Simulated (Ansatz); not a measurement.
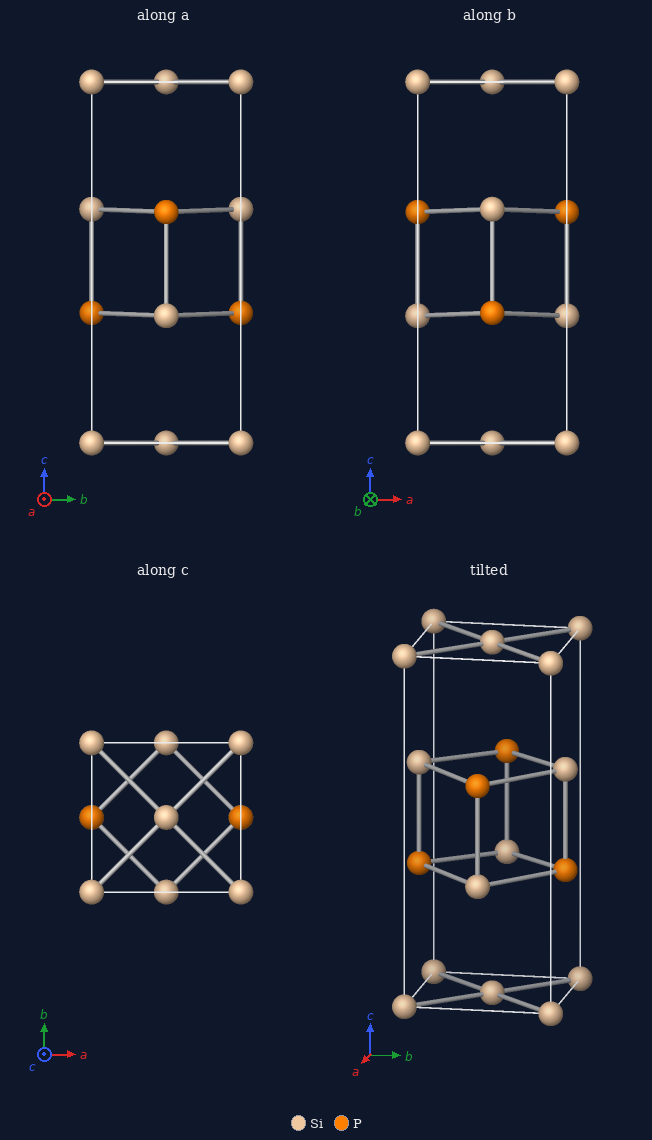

A ball-and-stick rendering, viewed along the a axis, along the b axis, along the c axis and slightly off an axis. One conventional unit cell is framed, with atoms on its boundary repeated.

Lattice parameters: a = 3.444 Å, b = 3.444 Å, c = 8.332 Å, α = 90.00°, β = 90.00°, γ = 90.00°. Put a along x and b in the xy plane.

> Give the structure in the form of a POSCAR file, with free fractional coordinates to two decimals.

```
Si P
1.0
     3.444    0.000    0.000
     0.000    3.444    0.000
     0.000    0.000    8.332
Si P
4 2
Direct
  0.00 0.00 0.00
  0.50 0.50 0.00
  0.00 0.50 0.35
  0.50 0.00 0.65
  0.00 0.50 0.64
  0.50 0.00 0.36
```

The structure comes from a structure type filled with these elements by a generator (whether the compound takes this form wasn't checked). The final geometry of a relaxation with DFT PBE, scalar-relativistic, plane waves, PAW (Ansatz 0.2.0) is shown.
